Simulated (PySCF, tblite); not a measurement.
# C₄H₁₀BN+ (doublet): geometry, infrared bands and EPR parameters

What infrared bands and EPR parameters should C₄H₁₀BN+ (doublet) (`C[NH+]BC1CC1`) show?

Programs: tblite 0.8.0 and PySCF 2.14.0, with density-fitted response routines of our own. Each step states its level of theory. These are calculated values for one molecule in the gas phase, unless marked as measured. Atoms are numbered from 0 throughout.

### 1 The starting structure

16 atoms, charge 1, multiplicity 2; geometry from: force field or distance geometry start.

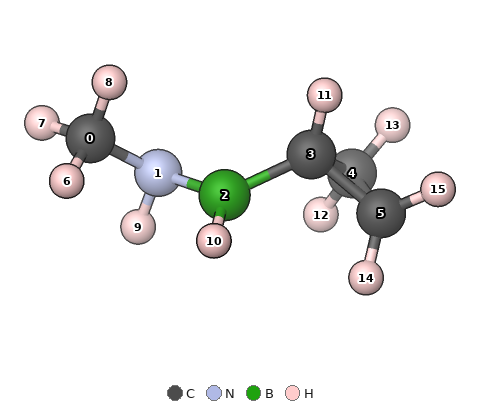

The starting geometry (carbon dark grey, nitrogen light blue, boron green, hydrogen pink), atoms numbered.

### 2 Geometry optimisation with GFN2-xTB

Job settings and geometry (Å):

```
{"job": {"kind": "relax", "xc": "GFN2-xTB", "basis": "xTB"}, "charge": 1, "multiplicity": 2}
C      2.668100    -0.003700     0.250500
N      1.309500     0.064100     0.811400
B      0.321400    -0.577400    -0.140100
C     -0.893000     0.302300    -0.733300
C     -1.852800     0.829100     0.335200
C     -2.278000    -0.323100    -0.568400
H      2.975300    -1.050800     0.068200
H      3.383500     0.463300     0.967500
H      2.713100     0.573000    -0.697500
H      1.302900    -0.519300     1.697100
H      0.431200    -1.704700    -0.474900
H     -0.758700     0.955800    -1.602300
H     -1.668600     0.531300     1.391800
H     -2.331000     1.795100     0.063600
H     -2.328100    -1.292000    -0.037500
H     -3.002300    -0.034200    -1.342700
```

Command:

```bash
> OMP_NUM_THREADS=1 python probes_run.py task.json out
```

One launch serves the whole session: the jobs run in the order shown.

The program printed:

```text
step      E/eV     max force
  0    -470.27773    3.473
  1    -470.60792    2.138
  2    -470.83524    0.899
  3    -470.88598    0.583
  4    -470.93921    0.668
  5    -470.96890    0.671
  6    -471.01674    0.820
  7    -471.04431    0.560
  8    -471.06314    0.292
  9    -471.08098    0.465
 10    -471.10144    0.531
 11    -471.12636    0.445
 12    -471.15648    0.396
 13    -471.18502    0.406
 14    -471.20857    0.447
 15    -471.22621    0.376
 16    -471.23049    0.996
 17    -471.25420    0.341
 18    -471.26834    0.385
 19    -471.29245    0.477
 20    -471.30294    0.442
 21    -471.31863    0.294
 22    -471.33303    0.245
 23    -471.34300    0.199
 24    -471.34932    0.183
 25    -471.35514    0.156
 26    -471.36073    0.165
 27    -471.36653    0.189
 28    -471.37135    0.169
 29    -471.37550    0.163
 30    -471.38090    0.232
 31    -471.38966    0.328
 32    -471.40261    0.368
 33    -471.41623    0.319
 34    -471.42553    0.407
 35    -471.43179    0.251
 36    -471.43629    0.217
 37    -471.44264    0.172
 38    -471.44885    0.171
 39    -471.45648    0.201
 40    -471.46311    0.261
 41    -471.46973    0.304
 42    -471.47694    0.294
 43    -471.48604    0.276
 44    -471.49752    0.308
 45    -471.50879    0.251
 46    -471.51917    0.217
 47    -471.52341    0.198
 48    -471.52918    0.168
 49    -471.53606    0.210
 50    -471.54154    0.171
 51    -471.54581    0.139
 52    -471.54945    0.167
 53    -471.55279    0.153
 54    -471.55497    0.178
 55    -471.55786    0.148
 56    -471.55993    0.105
 57    -471.56220    0.098
 58    -471.56446    0.149
 59    -471.56704    0.160
 60    -471.56906    0.115
 61    -471.57123    0.115
 62    -471.57464    0.169
 63    -471.57938    0.236
 64    -471.58516    0.262
 65    -471.59011    0.209
 66    -471.59556    0.199
 67    -471.59987    0.211
 68    -471.60859    0.268
 69    -471.61607    0.235
 70    -471.62415    0.402
 71    -471.63102    0.229
 72    -471.63996    0.384
 73    -471.65003    0.244
 74    -471.66027    0.220
 75    -471.66714    0.268
 76    -471.67497    0.243
 77    -471.68145    0.175
 78    -471.68740    0.203
 79    -471.69453    0.216
 80    -471.70075    0.180
 81    -471.70558    0.160
 82    -471.70883    0.123
 83    -471.71161    0.139
 84    -471.71360    0.091
 85    -471.71492    0.096
 86    -471.71563    0.052
 87    -471.71608    0.050
 88    -471.71645    0.043
 89    -471.71685    0.061
 90    -471.71732    0.054
 91    -471.71786    0.064
 92    -471.71842    0.058
 93    -471.71900    0.066
 94    -471.71967    0.063
 95    -471.72052    0.061
 96    -471.72140    0.072
 97    -471.72214    0.063
 98    -471.72281    0.059
 99    -471.72372    0.066
100    -471.72525    0.116
101    -471.72747    0.153
102    -471.72950    0.115
103    -471.73057    0.075
104    -471.73105    0.061
105    -471.73160    0.055
106    -471.73260    0.064
107    -471.73388    0.084
108    -471.73564    0.120
109    -471.73722    0.138
110    -471.73853    0.105
111    -471.73994    0.085
112    -471.74065    0.079
113    -471.74132    0.085
114    -471.74204    0.079
115    -471.74274    0.053
116    -471.74313    0.059
117    -471.74343    0.044
118    -471.74372    0.044
119    -471.74396    0.040
120    -471.74426    0.044
121    -471.74467    0.047
122    -471.74514    0.045
123    -471.74552    0.061
124    -471.74570    0.036
125    -471.74595    0.029
126    -471.74613    0.026
127    -471.74629    0.028
128    -471.74638    0.032
129    -471.74645    0.031
130    -471.74650    0.026
131    -471.74657    0.022
132    -471.74665    0.019
133    -471.74674    0.019
134    -471.74682    0.017
135    -471.74689    0.022
136    -471.74698    0.026
137    -471.74709    0.023
138    -471.74723    0.028
139    -471.74740    0.030
140    -471.74759    0.029
141    -471.74778    0.027
142    -471.74799    0.031
143    -471.74823    0.037
144    -471.74841    0.031
145    -471.74860    0.039
146    -471.74873    0.028
147    -471.74890    0.019
148    -471.74900    0.019
149    -471.74910    0.016
150    -471.74912    0.013
151    -471.74913    0.007
```

Run time: 0.67 s. Hardware: 1 thread of Arm Neoverse V2, shared host.

Relaxation path: (not every step is listed)

| step | energy from step 0 (eV) | largest force (eV/Å) |
| --- | --- | --- |
| 0 | 0.0000 | 3.4733 |
| 1 | -0.3302 | 2.1381 |
| 2 | -0.5575 | 0.8992 |
| 3 | -0.6082 | 0.5826 |
| 4 | -0.6615 | 0.6682 |
| 5 | -0.6912 | 0.6708 |
| 6 | -0.7390 | 0.8198 |
| 7 | -0.7666 | 0.5597 |
| 8 | -0.7854 | 0.2923 |
| 21 | -1.0409 | 0.2940 |
| 34 | -1.1478 | 0.4069 |
| 47 | -1.2457 | 0.1978 |
| 60 | -1.2913 | 0.1154 |
| 73 | -1.3723 | 0.2444 |
| 86 | -1.4379 | 0.0524 |
| 99 | -1.4460 | 0.0664 |
| 112 | -1.4629 | 0.0795 |
| 125 | -1.4682 | 0.0292 |
| 138 | -1.4695 | 0.0276 |
| 146 | -1.4710 | 0.0278 |
| 147 | -1.4712 | 0.0192 |
| 148 | -1.4713 | 0.0195 |
| 149 | -1.4714 | 0.0155 |
| 150 | -1.4714 | 0.0131 |
| 151 | -1.4714 | 0.0071 |

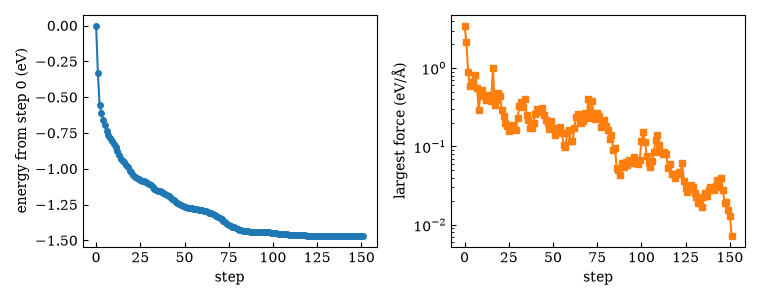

Energy and force, step by step.

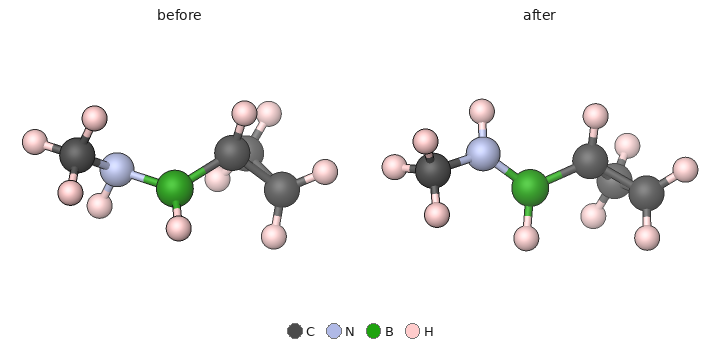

Before and after, at one scale.

Close pairs (by a distance rule), those that changed most:

| bond | before (Å) | after (Å) | change (Å) |
| --- | --- | --- | --- |
| N1–B2 | 1.514 | 1.389 | -0.126 |
| B2–C3 | 1.613 | 1.557 | -0.055 |
| C4–C5 | 1.525 | 1.477 | -0.047 |
| C0–N1 | 1.471 | 1.424 | -0.047 |
| N1–H9 | 1.061 | 1.016 | -0.045 |
| C4–H12 | 1.113 | 1.078 | -0.035 |
| C4–H13 | 1.112 | 1.082 | -0.030 |
| C5–H14 | 1.106 | 1.081 | -0.025 |

The end geometry stands in the next job.

### 3 Vibrational analysis with GFN2-xTB

Job settings and geometry (Å):

```
{"job": {"kind": "ir", "xc": "GFN2-xTB", "basis": "xTB"}, "charge": 1, "multiplicity": 2}
C      2.828042    -0.275089     0.217778
N      1.540024     0.326088     0.125089
B      0.305970    -0.310626     0.142669
C     -0.966518     0.355088    -0.460068
C     -2.153842     0.409179     0.536540
C     -2.280388    -0.327250    -0.738040
H      2.751213    -1.360113     0.220824
H      3.334285     0.052672     1.135390
H      3.468393     0.052709    -0.608292
H      1.591658     1.337458     0.043555
H      0.207902    -1.398148     0.564395
H     -0.789131     1.222688    -1.086870
H     -2.078404    -0.149038     1.456132
H     -2.579224     1.397030     0.653545
H     -2.301913    -1.406572    -0.681788
H     -2.885667     0.082868    -1.532269
```

The program printed:

```text
mode    cm-1     km/mol
  1      65.5      4.75
  2     128.6      5.61
  3     147.9      1.04
  4     186.0      0.12
  5     252.8      1.71
  6     325.4      5.17
  7     399.8      2.02
  8     666.9     53.11
  9     683.6     98.10
 10     733.6     73.49
 11     782.3     22.82
 12     832.4     37.81
 13     840.7     15.36
 14     857.1     22.26
 15     947.4     21.19
 16     976.1    116.56
 17    1015.5     82.83
 18    1030.3      2.47
 19    1036.0     19.37
 20    1064.0      5.68
 21    1096.6     48.36
 22    1103.9      5.23
 23    1120.9     20.93
 24    1185.9     25.75
 25    1234.6    142.36
 26    1299.7     18.77
 27    1329.7    168.05
 28    1382.4     36.03
 29    1385.7     27.16
 30    1395.1     12.78
 31    1441.2     17.92
 32    1447.9      8.03
 33    2609.4      1.22
 34    2902.0     23.75
 35    2952.2     71.67
 36    3023.0      4.98
 37    3052.5     11.35
 38    3065.0     31.45
 39    3076.4     12.02
 40    3106.0      0.62
 41    3118.4      1.06
 42    3354.6     36.26
```

It took 0.33 s on 1 thread of Arm Neoverse V2, shared host.

Which atoms move in the most intense modes:

| cm⁻¹ | km/mol | atoms |
| --- | --- | --- |
| 667 | 53.1 | C3 17 %, H12 14 %, H14 13 %, H13 13 % |
| 684 | 98.1 | H9 42 %, B2 20 %, N1 19 %, H10 10 % |
| 734 | 73.5 | H10 51 %, H9 20 %, B2 17 % |
| 976 | 116.6 | H14 39 %, H11 18 % |
| 1016 | 82.8 | H11 24 %, H13 21 %, C3 15 %, H10 12 % |
| 1235 | 142.4 | H9 40 %, B2 23 %, N1 14 %, C0 12 % |
| 1330 | 168.1 | H9 25 %, N1 17 %, H8 15 %, H7 12 % |
| 2952 | 71.7 | H8 82 %, H7 12 % |

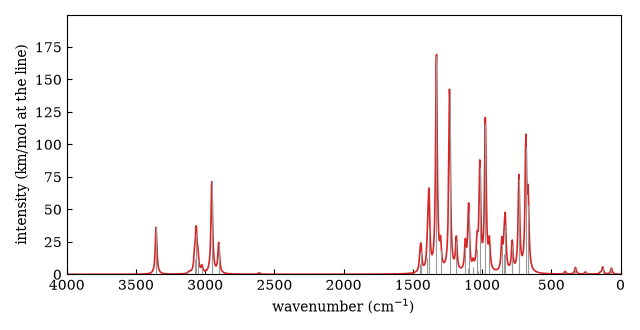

The infrared spectrum from these modes, unscaled. Lines are broadened to a width of 14 cm⁻¹ (Lorentzian).

### 4 EPR parameters: B3LYP/pcH-1

The job, as its differences from that of step 3:

```diff
@@ -1,2 +1,2 @@
-{"job": {"kind": "ir", "xc": "GFN2-xTB", "basis": "xTB"}, "charge": 1, "multiplicity": 2}
+{"job": {"kind": "epr", "basis": "pcH-1"}, "charge": 1, "multiplicity": 2}
 C      2.828042    -0.275089     0.217778
```

Method: UKS B3LYP, pcH-1 on B C H N, non-relativistic, mean-field spin-orbit, GIAO.

The program printed:

```text
UKS, coarse grid
  cycle   1  E = -237.72560570  |g| = 2.41e-01
  cycle   2  E = -237.62153119  |g| = 4.94e-01
  cycle   3  E = -237.75660824  |g| = 9.98e-02
  cycle   4  E = -237.76103885  |g| = 3.44e-02
  cycle   5  E = -237.76163172  |g| = 1.01e-02
  cycle   6  E = -237.76169575  |g| = 3.53e-03
  cycle   7  E = -237.76170710  |g| = 1.44e-03
  cycle   8  E = -237.76170908  |g| = 5.21e-04
UKS, final grid
  cycle   1  E = -237.76166714  |g| = 6.86e-04
  cycle   2  E = -237.76166657  |g| = 1.30e-03
  cycle   3  E = -237.76166734  |g| = 3.00e-04
  cycle   4  E = -237.76166739  |g| = 6.45e-05
  cycle   5  E = -237.76166739  |g| = 2.94e-05
E = -237.76166739 Eh   <S^2> = 0.7619 (exact 0.7500)
g shifts (ppm)      1          2          3
  rmc          -193       -193       -193
  gc              3         31         31
  oz_so         966       1584       2613
  total         776       1423       2451
hyperfine (MHz)  atom isotope    a_iso     a_fc   dipolar eigenvalues
    0   13C     -18.53     -18.53     -6.08     -2.45      8.53
    1   14N      20.15      20.15    -24.76    -24.50     49.26
    2   11B     -25.01     -25.01    -14.88      2.07     12.81
    3   13C      38.12      38.12    -25.10    -22.50     47.61
    4   13C       7.50       7.50    -20.63    -19.81     40.43
    5   13C      -7.81      -7.81     -6.89     -3.37     10.26
    6    1H       1.64       1.64     -3.68     -2.51      6.19
    7    1H     159.81     159.81     -5.85     -2.72      8.57
    8    1H      93.32      93.32     -5.77     -3.47      9.24
    9    1H     -31.21     -31.21    -26.49     -8.14     34.63
   10    1H      87.48      87.48     -5.99     -1.38      7.37
   11    1H     -10.46     -10.46     -9.21     -3.19     12.39
   12    1H     -13.90     -13.90     -9.38     -2.06     11.44
   13    1H      20.03      20.03    -10.42     -1.78     12.19
   14    1H      45.84      45.84     -3.50      0.06      3.44
   15    1H      10.03      10.03     -2.91     -0.79      3.71
```

It took 49 s on 1 thread of Arm Neoverse V2, shared host; peak memory 0.97 GiB.

Principal g values 2.00310, 2.00374, 2.00477; g(iso) = 2.00387, against 2.00232 for a free electron.

Mean a(iso) over the nuclei that a row names, and the largest dipolar term of the row (other rows stand at the frozen geometry):

| nuclei | isotope | a(iso) (MHz) | a(iso) (G, at g = 2.0023) | largest dipolar term (MHz) |
| --- | --- | --- | --- | --- |
| H10 | 1H | 87.5 | 31.2 | 7.4 |
| H6, H7, H8 | 1H | 84.9 | 30.3 | 9.2 |
| C3 | 13C | 38.1 | 13.6 | 47.6 |
| H9 | 1H | -31.2 | -11.1 | 34.6 |
| B2 | 11B | -25.0 | -8.9 | -14.9 |
| N1 | 14N | 20.1 | 7.2 | 49.3 |
| C0 | 13C | -18.5 | -6.6 | 8.5 |
| H12, H14 | 1H | 16.0 | 5.7 | 11.4 |
| H13, H15 | 1H | 15.0 | 5.4 | 12.2 |
| H11 | 1H | -10.5 | -3.7 | 12.4 |
| C4, C5 | 13C | -0.2 | -0.1 | 40.4 |

Mulliken spin populations:

C0 -0.01; N1 0.51; B2 -0.06; C3 0.22; C4 0.20; C5 0.00; H6 0.00; H7 0.06; H8 0.03; H9 -0.02; H10 0.04; H11 -0.01; H12 -0.01; H13 0.00; H14 0.02; H15 0.00

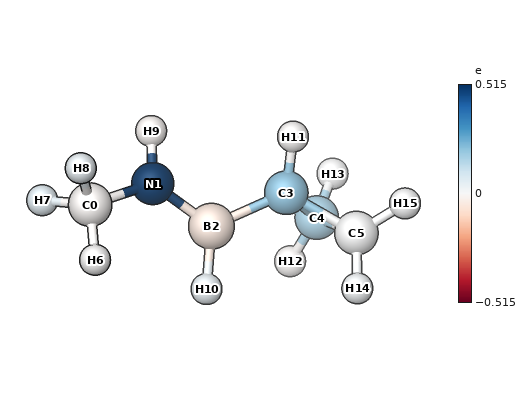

Mulliken spin populations, as colours on the atoms.

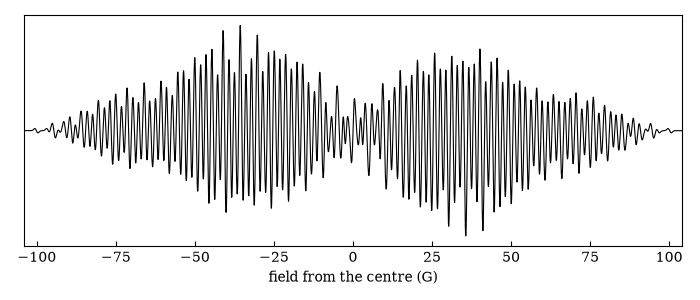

First-order isotropic spectrum (first derivative, main isotopes with spin only, couplings over 0.8 MHz, Gaussian width 0.5 G; couplings of the frozen geometry, rotation of groups not averaged beyond the rows shown).

Orbitals, density, ELF and potential are computed afterwards from the orbital file.

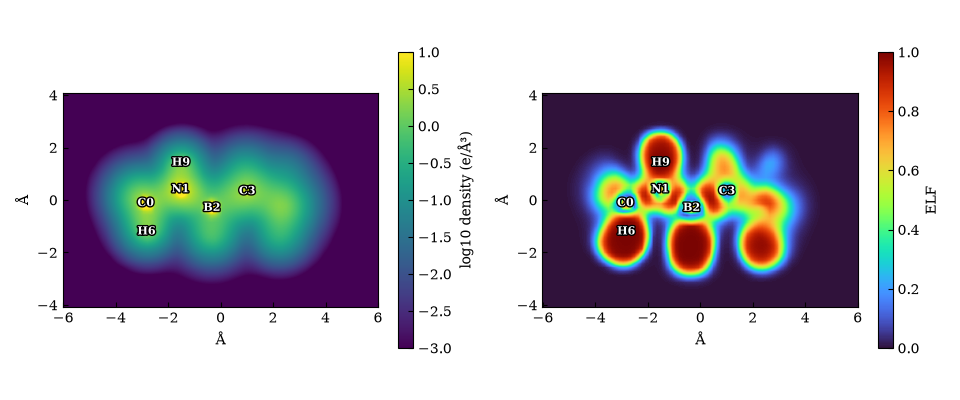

Density (left) and ELF (right) in a plane through or near 6 of the atoms.

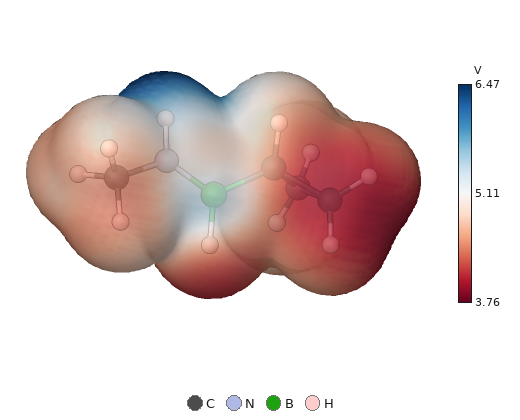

Electrostatic potential on the surface of density 0.002 e/bohr³; red is low, blue high. It runs from 3.76 V near C5 to 6.47 V near H9.

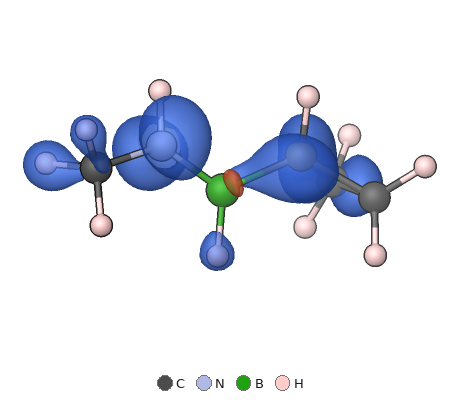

Spin density at ±0.04 e/Å³ (alpha excess blue, beta excess red).

### 5 Results

| quantity | value |
| --- | --- |
| strongest single infrared mode (GFN2-xTB) | 1330 cm⁻¹, 168 km/mol |
| zero-point energy (GFN2-xTB) | 83.9 kcal/mol |
| g(iso) (B3LYP) | 2.00387 |
| ⟨S²⟩ | 0.762 (exact 0.75) |
| largest a(iso) (averaged by class) | 1H on H10, 87.5 MHz |

What this shows: The optimisation took 151 steps and gained 1.471 eV; among the close pairs (by a distance rule), N1–B2 changed most, from 1.514 to 1.389 Å. All 42 modes are real, so the xTB geometry is a minimum. The strongest single mode, at 1330 cm⁻¹, is spread over several atoms, H9, N1, H8, H7 among them. Unscaled tight-binding wavenumbers are off by several per cent, some by more. Its intensities can rank the bands wrongly. N1 carries the largest spin population, 0.51 e. The isotropic g lies 1.6 ppt above the free-electron value. The conformer search found further structures of the same energy, which may be mirror or relabelled copies of this one.
